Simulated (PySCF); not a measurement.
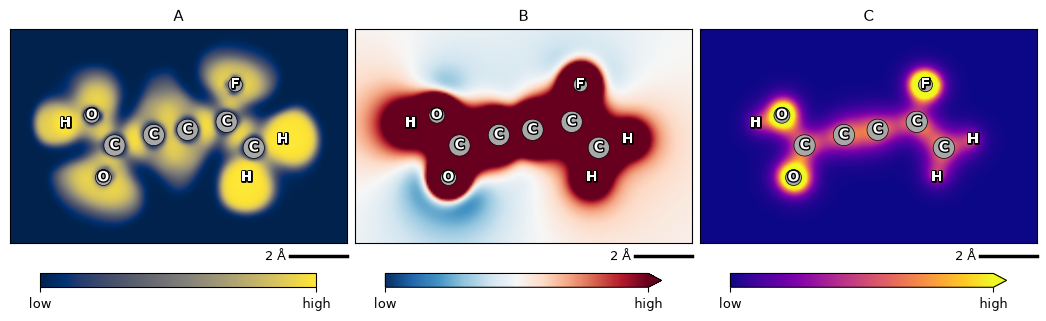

C$_{5}$H$_{3}$FO$_{2}$ (SMILES C=C(F)C#CC(=O)O): 3 fields on the molecular plane, with unlabelled colour scales. Grey discs cover the atomic cores.

Geometry: GFN2-xTB.

Computed with PBE0/pcSseg-1, SCF density, gas phase, non-relativistic (PySCF).

> Match the panels to the quantities (electron density, electron localisation function and electrostatic potential).

Panel A: electron localisation function. Panel B: electrostatic potential (strongly positive close to the atoms, with negative regions outside electron-rich atoms). Panel C: electron density. From the grid: C–O (1.20 Å): ρ is about 3.4 e/Å³ halfway; the ELF peaks at about 0.85 between the atoms: a short, multiple covalent bond. C–C (1.21 Å): ρ is about 2.7 e/Å³ halfway; the ELF peaks at about 0.85 between the atoms (a short, multiple covalent bond).
